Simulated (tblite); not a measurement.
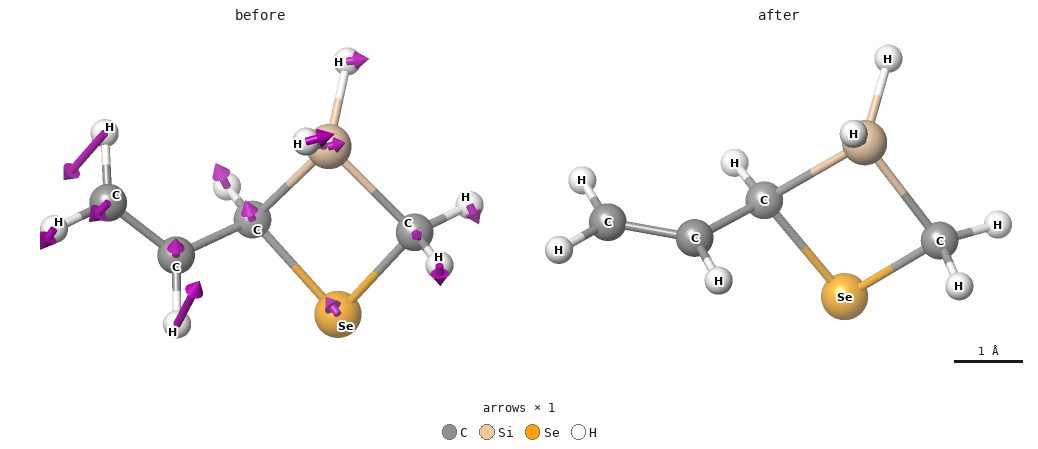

The structure of C4H8SeSi before (left) and after (right) a relaxation, at one scale. The purple arrows give the displacements, at their true length.

The picture is a ball-and-stick view, seen face on.

Theory: GFN2-xTB geometry optimisation, gas phase in tblite. 

### Summarise the run.

The atom that moves furthest after the best rigid fit is an H atom (1.19 Å). By element the largest moves are H 1.19 Å, C 0.49 Å, Se 0.36 Å, Si 0.27 Å. Among the contacts that change: C–Si 1.842 → 1.929 Å, C–Se 1.951 → 2.026 Å, C–C 1.513 → 1.473 Å, C–H 1.117 → 1.091 Å. Among the angles between lasting bonds that change: Si–C–Se 97.9° → 91.7°, Si–C–H 111.5° → 117.0°, C–Se–C 79.3° → 84.7°. Groups turn about C–C by about 50°. The energy falls by 0.424 eV in 77 geometry steps. The run took 0.42 s on 1 thread of Arm Neoverse V2, on a shared host.
